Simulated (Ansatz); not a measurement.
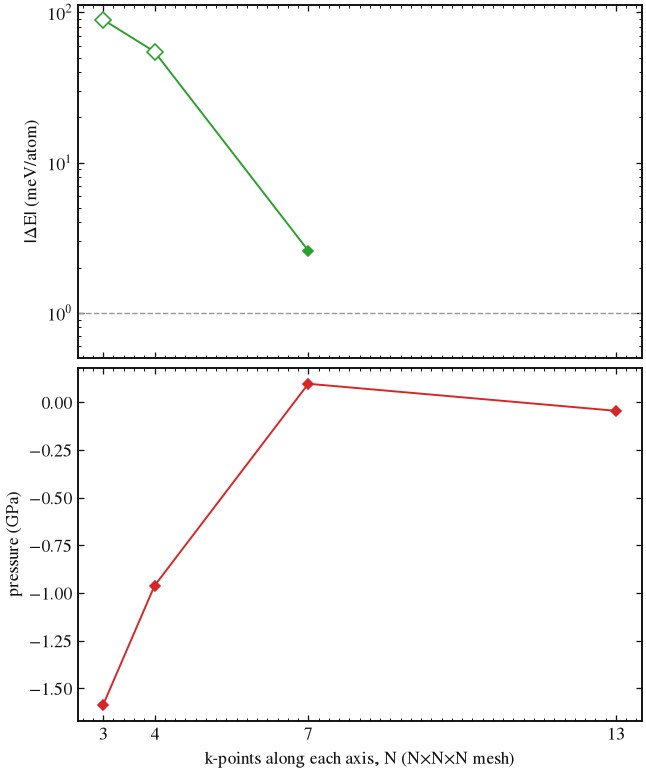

One cell, run at 4 values of the k-point mesh.
- system: BiP (F-43m, 2 atoms in the cell)
- method: Ansatz, DFT, PBE, PAW with Ansatz's default frozen-core files, scalar-relativistic; cutoff 420 eV, Fermi–Dirac smearing of 0.05 eV
ΔE is the free energy less its value at the densest setting, 13×13×13.
Dashed lines or grey bands mark the tolerance: 1 meV/atom.
On logarithmic panels, open markers lie below the reference value and filled ones above.

> What is enough for the free energy to 1 meV/atom?

The free energy at the last setting but one, 7×7×7, is still more than 1 meV/atom from the densest setting's value, so the scan doesn't show it converged. It is off by 89 meV/atom at 3×3×3, 55 meV/atom at 4×4×4 and 2.6 meV/atom at 7×7×7 (on both sides of it).

> How does the pressure behave (tolerance 0.1 GPa)?

The pressure at the last setting but one, 7×7×7, is still more than 0.1 GPa from the densest setting's value, so the scan doesn't show it converged. It is −1.59 GPa at 3×3×3, −0.96 GPa at 4×4×4, 0.10 GPa at 7×7×7 and −0.05 GPa at 13×13×13.
